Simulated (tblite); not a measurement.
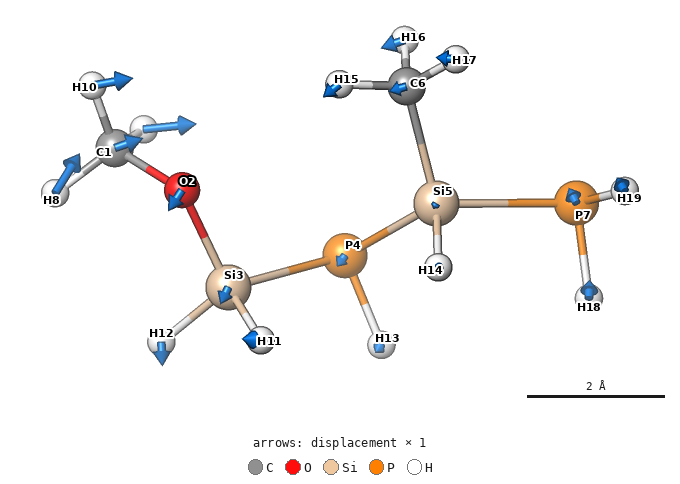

A relaxation of C₂H₁₂OP₂Si₂. The starting structure is drawn; blue arrows show the displacements, at their true length. The two geometries are superimposed by the best rigid fit.

The picture is a ball-and-stick view, seen at a tilt.

These are results of GFN2-xTB geometry optimisation, gas phase (tblite 0.8.0), not measurements. 

**Atoms of which element are displaced furthest, and by how much?**

Hydrogen: up to 0.83 Å, against 0.45 Å for carbon.

**What happened in the run?**

Over 157 geometry steps the energy falls by 0.323 eV. The atom that moves furthest after the best rigid fit is an H atom (0.83 Å). Largest moves by element: H 0.83 Å, C 0.45 Å, O 0.37 Å, P 0.29 Å, Si 0.28 Å. Among the contacts that change: C–Si 1.836 → 1.904 Å, H–P 1.422 → 1.382 Å, C–O 1.426 → 1.396 Å, P–Si 2.218 → 2.246 Å. Among the angles between lasting bonds that change: O–Si–H 110.7° → 98.5°, C–O–Si 119.2° → 127.7°, P–Si–H 109.8° → 118.0°. Groups turn about O–Si by about 40°, C–O by about 20°. The run took 2.8 s on 1 thread of Arm Neoverse N1, with other jobs on the host.
